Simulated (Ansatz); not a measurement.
# Run report: Al32P, molecular dynamics (part 5 of 5)

Continued. System: Al32P (defect cell, 33 atoms in the cell). Method: DFT PBE, scalar-relativistic, plane waves, PAW, PAW set soft_1, no spin polarisation (Ansatz 0.2.0); cutoff 420 eV, 2×2×2 k-mesh, Fermi–Dirac smearing of 0.1 eV. It belongs to a series of runs on one base structure; here: dynamics from the start.

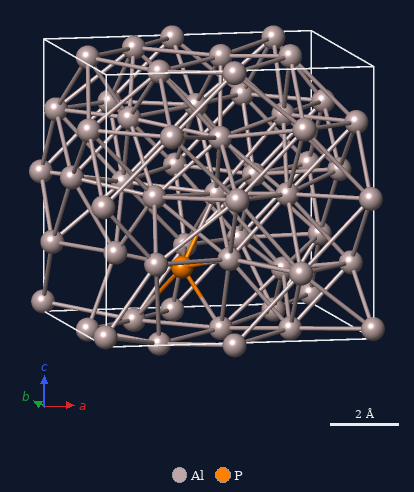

*The geometry at step 156 of the log (ball-and-stick view of the cell of the calculation, seen slightly off an axis).*

Trajectory as extended XYZ, continued:
```
33
Lattice="8.1000 0.0000 0.0000 0.0000 8.1000 0.0000 0.0000 0.0000 8.1000" Properties=species:S:1:pos:R:3:forces:R:3 step=135 time_fs=270.0 energy=-17950.43108 temperature=1242.0
Al    4.1510   -0.1867   -0.1320   -0.1157   0.7337   0.2750
Al    6.0952    1.8477    0.2188   -0.3444  -0.2306  -0.2596
Al    6.1497   -0.2438    2.0353   -0.8452   1.0128   0.1569
Al    0.0809   -0.3239    0.3323    0.1882   1.1293  -0.6021
Al    2.0456    1.9574   -0.1700    0.4664   0.1365   0.9454
Al    4.2720    3.7710    0.0092   -0.0063   0.5599  -0.6296
Al    6.1685    6.0000    0.0309   -0.2411  -0.5885  -0.3044
Al    1.9594    0.4467    2.3594   -1.3972  -1.2863  -0.1603
Al    3.9301    1.7989    2.2374    1.7094   0.1914  -0.3596
Al    6.4557    3.9836    1.9852   -1.3548  -0.0263  -0.1561
Al    3.7351   -0.0110    4.4097    0.5787   0.1624  -0.2874
Al    6.0302    1.9768    4.1273   -0.3039  -0.4474  -0.1507
Al    6.0888    0.1361    6.2669   -0.2161  -0.3576  -0.3034
Al    0.1392    3.8227   -0.0529    0.0886   0.7767  -0.6328
Al    2.2046    6.1751    0.0345   -0.4959  -0.8674   0.1077
Al   -0.3330    1.8029    2.1022    1.3963  -0.2929   0.6712
Al    1.1444    4.0648    2.1962    0.0112  -1.5900   0.0577
Al    3.9367    6.4821    2.1067   -0.1119   0.7188   0.2369
Al   -0.1770   -0.1451    4.3955    0.6039   1.1726  -1.7013
Al    2.0760    2.4597    4.3958   -0.6034  -1.3947  -1.2856
Al    4.5166    4.2802    3.9703   -0.0303  -1.6639   1.5185
Al    5.8029    6.3015    4.0911    1.4548   0.7957   0.2333
Al    1.9967   -0.0266    6.2799   -0.0654  -0.0484  -0.4840
Al    4.0835    2.3007    6.0226   -0.1548  -0.9599  -0.0829
Al    6.2576    3.7044    6.3815   -0.3756   1.1494  -0.3404
Al   -0.1963    6.0443    2.2194    0.2358   1.2037   0.2912
Al   -0.3311    4.0527    4.3297    0.3046   0.1351   0.3290
Al    1.7809    5.8510    4.0200    0.5208   1.4627  -0.0119
Al    0.0494    1.9511    6.1902    0.0782  -0.4576  -0.2555
Al    2.1103    4.3060    5.9815   -0.3079   0.1306   1.8416
Al    4.2414    5.8154    6.0593   -0.2343   0.6212   1.0385
Al   -0.0086    6.2826    6.1463   -0.2280  -1.7538   0.8893
P     3.3692    4.1961    2.0600   -0.2045  -0.1273  -0.5845
33
Lattice="8.1000 0.0000 0.0000 0.0000 8.1000 0.0000 0.0000 0.0000 8.1000" Properties=species:S:1:pos:R:3:forces:R:3 step=142 time_fs=284.0 energy=-17949.67214 temperature=1034.6
Al    4.0739   -0.1244   -0.1345    0.3130   0.5217   0.5306
Al    5.9692    1.8807    0.1324    0.8872  -1.2956   0.4566
Al    6.0926   -0.2747    2.1736   -0.4297   2.2091  -1.5512
Al    0.0460   -0.2934    0.3965    0.2709   1.1362  -1.0165
Al    2.0834    1.9237   -0.1447    0.1716   0.1884   0.7011
Al    4.4248    3.7358   -0.1360   -2.0429   1.6065   1.3687
Al    6.2290    5.9543    0.0472   -0.4357  -0.1292  -0.2491
Al    1.8755    0.5176    2.4078   -0.5544  -1.1212  -0.2148
Al    3.9679    1.8721    2.2366    1.0378  -0.2797  -0.5978
Al    6.4105    3.8984    1.8570   -1.2807   1.1003   0.5930
Al    3.7680    0.1073    4.3987    0.4387  -0.4232  -0.4281
Al    5.9298    1.9195    4.1171    0.3677   0.0121  -0.1280
Al    6.0180    0.1503    6.2904    0.0776  -0.8160  -0.6280
Al    0.2268    3.8415    0.0042   -0.3819   0.3507  -1.2996
Al    2.2919    6.1480    0.0408   -1.1871  -0.7835  -0.1374
Al   -0.3298    1.8948    2.0600    0.8164  -1.2449   0.5017
Al    1.1684    4.0502    2.2443   -0.1653  -1.4997  -0.9060
Al    3.8306    6.4419    2.0758    0.5726   1.6644   0.5589
Al   -0.0889   -0.1261    4.4120    0.2573   0.6004  -1.6874
Al    2.1019    2.5236    4.2967   -0.5040  -0.9374  -0.4274
Al    4.4141    4.2509    3.9670    0.7716  -0.7740   1.8556
Al    5.8511    6.3565    3.9669    0.3391  -1.1331   1.9873
Al    2.0264   -0.0687    6.2503   -0.1349  -0.1645  -0.3113
Al    4.0053    2.3019    5.9875   -0.1226  -0.7455  -0.1847
Al    6.2478    3.7376    6.3926    1.2209   0.6942  -1.5989
Al   -0.1333    6.0918    2.2212   -0.0727   0.4324   0.1634
Al   -0.1761    3.9979    4.2381   -1.3753  -0.1935   1.3874
Al    1.8056    5.7919    3.9414    0.8878   1.7830   0.7185
Al    0.0788    1.7579    6.1152   -0.1427   0.9988   0.5845
Al    1.9098    4.3820    6.0695    0.6106  -0.6212   0.9768
Al    4.2576    5.7868    6.1397   -0.0987   0.6658   0.0957
Al    0.0193    6.2304    6.1455   -0.6191  -1.0591   0.7808
P     3.3458    4.2240    2.0266    0.5068  -0.7430  -1.8943
33
Lattice="8.1000 0.0000 0.0000 0.0000 8.1000 0.0000 0.0000 0.0000 8.1000" Properties=species:S:1:pos:R:3:forces:R:3 step=149 time_fs=298.0 energy=-17949.50220 temperature=1450.4
Al    3.9131   -0.0946   -0.0977    1.1015   1.0057   0.2892
Al    5.9468    1.8337    0.0935    0.9955  -1.0289   0.2584
Al    6.0119   -0.1643    2.1732    0.4370   2.2023  -1.6135
Al    0.0416   -0.1506    0.3578    0.0405   0.5504  -0.8149
Al    2.1157    1.9200   -0.1836   -0.2267   0.3021   0.5254
Al    4.3922    3.7102   -0.1028   -1.5232   1.4360  -0.1442
Al    6.3952    5.8941    0.1069   -1.1092   0.5320  -0.6455
Al    1.6994    0.5130    2.3679    1.3747  -0.9535  -0.2418
Al    4.0844    1.9740    2.1874    0.0555  -1.2807  -0.5421
Al    6.3301    3.9432    1.6978   -0.5465   0.4569   1.4767
Al    3.9285    0.1331    4.2408   -0.8303  -0.4375   0.3474
Al    5.8638    1.9175    4.1077    1.2656   0.2403  -0.0216
Al    6.0065    0.0721    6.2989   -0.2978  -0.8377  -0.4806
Al    0.3388    3.9527    0.0015   -1.1677  -0.1400  -0.5122
Al    2.2792    6.1122   -0.0704   -0.9748  -0.8340   1.1477
Al   -0.2819    1.9968    2.0598   -0.6688  -1.3245   0.2672
Al    1.1858    3.9313    2.3060   -1.6728   0.4238  -0.5501
Al    3.9126    6.6137    2.0665   -0.8654  -0.7513   0.3392
Al   -0.0300   -0.0902    4.2655    0.0148   0.1787  -0.3711
Al    2.0585    2.5084    4.2201   -0.4518  -1.1820   0.1928
Al    4.3558    4.1698    3.9584    0.6461   0.5174   1.0301
Al    5.9128    6.4159    3.9634   -0.0665  -1.9017   2.0297
Al    1.9766   -0.1487    6.2672    0.1478   0.3238  -1.2810
Al    3.9148    2.2991    5.8657    0.1893  -0.5652   0.7251
Al    6.1858    3.7285    6.2806    0.9070   0.6528  -0.8547
Al   -0.1542    6.1978    2.2736    0.7525  -0.4177  -0.0843
Al   -0.0552    4.0567    4.3462   -2.0433  -0.1295   0.8690
Al    1.8779    5.8805    3.9919    0.8057   1.3275   0.2861
Al   -0.0077    1.6528    6.1076    0.1599   1.3310   0.6365
Al    1.7630    4.3975    6.1563    2.0543  -1.2091  -0.3919
Al    4.2215    5.9754    6.1992    0.1794  -0.2304  -0.5326
Al   -0.0083    6.1646    6.2405   -0.8678   0.2056  -0.3126
P     3.2457    4.1390    1.9146    2.1852   1.5376  -1.0260
33
Lattice="8.1000 0.0000 0.0000 0.0000 8.1000 0.0000 0.0000 0.0000 8.1000" Properties=species:S:1:pos:R:3:forces:R:3 step=156 time_fs=312.0 energy=-17948.95062 temperature=1249.4
Al    3.8629   -0.1098   -0.0530    0.6935   1.3341   0.1707
Al    6.0112    1.8774    0.1272    0.3415  -0.7734  -0.7649
Al    5.9160    0.0535    1.9975    0.5111  -0.5004   0.1071
Al   -0.0095    0.0457    0.2841    0.1613  -0.9055  -0.5786
Al    2.0652    1.9711   -0.2253    0.2481  -0.1549   0.3767
Al    4.3388    3.7156   -0.0601    0.1339   0.5460  -3.0763
Al    6.4293    5.8571    0.1472   -1.0839   1.7310  -1.1796
Al    1.6421    0.5614    2.3266    2.4819  -1.8484  -0.3506
Al    4.2111    2.0388    2.2235   -0.5690  -1.2223  -0.6032
Al    6.2913    4.0354    1.6133    0.1004  -0.9205   2.5556
Al    4.0065    0.1453    4.2204   -1.1160  -0.7549   0.0143
Al    5.9293    1.9040    4.1201    1.4742   0.4196   0.1814
Al    5.9848   -0.0858    6.2962   -0.2092   0.1871   0.1492
Al    0.3707    3.9827   -0.0162   -1.9276  -0.1724  -0.0019
Al    2.2372    6.0070   -0.0524   -0.9457   0.1110   1.2753
Al   -0.2440    1.9208    2.0271   -1.8969   0.2731   0.5353
Al    1.1758    3.8469    2.2637   -1.2346   1.5014   0.5212
Al    3.9169    6.5604    2.0488   -0.4509  -0.6425   0.7996
Al   -0.1145   -0.1247    4.1794    0.4502   1.2194   0.4505
Al    2.0283    2.4434    4.0787   -0.1354  -0.9074   1.5692
Al    4.2901    4.1278    3.8962    0.5349   0.9061   1.0994
Al    5.9721    6.4330    4.1062   -0.6991  -1.4769   0.2440
Al    1.9445   -0.1776    6.2061    0.1425   0.5409  -0.8520
Al    3.9558    2.1929    5.8187   -0.2037   0.0350   0.9906
Al    6.2294    3.7212    6.2453   -0.3319   0.7476  -0.1457
Al   -0.1847    6.2030    2.3204    0.6705  -0.2049  -0.6198
Al   -0.0661    4.1649    4.5024   -1.1470  -0.3866  -1.0794
Al    1.9099    6.0173    4.0689    0.6696   0.6377  -0.0716
Al   -0.1227    1.7207    6.2257    0.5094   0.4627  -0.4238
Al    1.7132    4.3647    6.1921    2.7327  -1.1704  -1.2406
Al    4.1252    6.0706    6.2796    0.3525  -0.7920  -1.0075
Al   -0.0793    6.1857    6.2647   -0.3683   0.2191  -0.2809
P     3.2631    4.1112    1.7352    0.1107   1.9618   1.2362
33
Lattice="8.1000 0.0000 0.0000 0.0000 8.1000 0.0000 0.0000 0.0000 8.1000" Properties=species:S:1:pos:R:3:forces:R:3 step=163 time_fs=326.0 energy=-17950.06712 temperature=1011.4
Al    3.8700   -0.0519   -0.0778    0.1720   0.9710  -0.0242
Al    6.1145    1.9734    0.0658   -0.3095  -0.3261  -0.6573
Al    5.8740    0.1878    1.8115    0.7608  -2.0504   0.9353
Al   -0.1160    0.0699    0.2261    1.0261  -0.6802  -0.2117
Al    2.0892    2.0243   -0.2392   -0.1213  -0.2867   0.5775
Al    4.2698    3.7155   -0.2734   -0.0787   0.8337  -0.9474
Al    6.4371    5.9464    0.0938   -1.4976   0.3856   0.3575
Al    1.7291    0.5130    2.3524    1.7744  -1.5123  -0.9304
Al    4.2806    1.9926    2.1323   -1.5198   0.3705  -0.1406
Al    6.2774    4.0300    1.6596   -0.3354  -0.0608   1.7917
Al    3.9666    0.0195    4.1792   -0.4967   0.0842  -0.0390
Al    6.0516    1.9160    4.0889    0.3628   0.1178   0.2981
Al    5.9709   -0.2121    6.3454   -0.3603   1.5733   0.2041
Al    0.2892    3.9823    0.0172   -1.5341  -0.0653  -0.8550
Al    2.1441    5.9754    0.1508   -0.9126   0.6180  -0.0339
Al   -0.2502    1.8856    2.0881   -0.9036   0.1367   0.3466
Al    1.1093    3.8952    2.2618   -0.2129   1.2245   0.6832
Al    3.9460    6.5481    1.9495    0.1342  -0.4641   1.3314
Al   -0.1145   -0.0983    4.1425    0.0199   1.1407   0.7575
Al    1.9698    2.4254    4.0644    0.2445  -0.6951   1.5378
Al    4.2832    4.1081    3.9386    0.1313   0.3999   0.5001
Al    5.9430    6.3554    4.3412   -0.0240  -1.3593  -1.1179
Al    1.9415   -0.0905    6.1891   -0.0851   0.2455  -0.4086
Al    3.9854    2.0622    5.8941   -0.0643  -0.3462  -0.1385
Al    6.2602    3.7031    6.1952   -0.9602   1.4168  -0.1375
Al   -0.1565    6.2332    2.3374    0.0719  -0.1083  -0.6125
Al   -0.1193    4.2345    4.4703   -0.5499  -0.1349  -0.8397
Al    1.9420    6.1136    4.2144    0.4623   0.2186  -0.3997
Al   -0.2096    1.8361    6.2855    1.3449  -0.5274  -0.9485
Al    1.7565    4.3204    6.1905    1.7389  -0.6548  -0.6089
Al    4.0782    6.0554    6.2926   -0.2769  -0.7007  -0.4287
Al   -0.1704    6.2588    6.2926    1.1749  -0.4962  -0.8045
P     3.2316    4.2055    1.6463    0.8240   0.7318   0.9636
33
Lattice="8.1000 0.0000 0.0000 0.0000 8.1000 0.0000 0.0000 0.0000 8.1000" Properties=species:S:1:pos:R:3:forces:R:3 step=170 time_fs=340.0 energy=-17950.59618 temperature=1224.1
Al    3.8285   -0.0169   -0.1045   -0.0089   0.5780   0.6891
Al    6.1931    1.9386    0.0085   -1.0061   0.3429  -0.2239
Al    5.9592    0.1578    1.7497   -0.3911  -1.9941   1.0021
Al   -0.0852    0.0463    0.1569    1.3404  -0.0368  -0.0270
Al    2.2626    2.1362   -0.1717   -1.3741  -0.5060   0.4889
Al    4.2447    3.7893   -0.4896    0.3539   0.5672  -0.0044
Al    6.4265    6.0292    0.0069   -1.5561  -0.3862   0.9690
Al    1.8396    0.4456    2.3633    0.5489  -0.5356  -0.8384
Al    4.2302    2.0041    2.0230   -0.7191  -0.0972   0.2557
Al    6.2399    4.0480    1.6928   -0.7510   0.3214   1.4428
Al    3.9682   -0.0371    4.1054    0.0261   0.1645  -0.2176
Al    6.1447    1.8729    4.0157   -1.2178   0.3850   1.1825
Al    5.8464   -0.1822    6.3992    0.2666   1.0748  -0.6058
Al    0.0799    3.9379    0.0272   -0.0296  -0.0643  -1.4522
Al    2.0382    6.0259    0.2773   -1.2116   0.6468  -0.2691
Al   -0.3870    1.8996    2.1901    1.4049  -0.2056  -0.6261
Al    1.1115    3.8850    2.2060    0.3374   0.6017   0.9553
Al    4.0119    6.3979    1.8722    0.8323   0.5683   1.3332
Al   -0.0941   -0.1028    4.1468   -0.0459   0.7702   0.4270
Al    1.9421    2.4302    4.2286   -0.0863  -0.5478   0.4358
Al    4.2605    4.1879    3.9840   -0.0737  -0.2186   0.2319
Al    5.9812    6.2616    4.4156   -0.0915  -0.7866  -0.9616
Al    1.9419   -0.0581    6.1127   -0.1887   0.8268   0.2949
Al    3.9349    1.9074    5.9227    0.6310  -0.1258  -0.5031
Al    6.3160    3.7390    6.2085   -1.1002   1.4222  -0.5965
Al   -0.1287    6.2578    2.2708    0.0384  -0.1671  -0.2812
Al   -0.1357    4.2813    4.4189    0.0242  -0.1328  -0.6141
Al    2.0242    6.1751    4.3409    0.0455  -0.3149  -1.1878
Al   -0.2910    1.8174    6.1766    1.9427  -0.7827  -0.7004
Al    1.8810    4.3743    6.2580    0.1888  -0.9010  -0.2608
Al    3.9319    6.0511    6.3452    0.3993   0.0211  -0.6335
Al   -0.1353    6.2831    6.2470    0.9607  -0.4274  -0.6067
P     3.2549    4.2151    1.5294    0.5103  -0.0607   0.9019
```
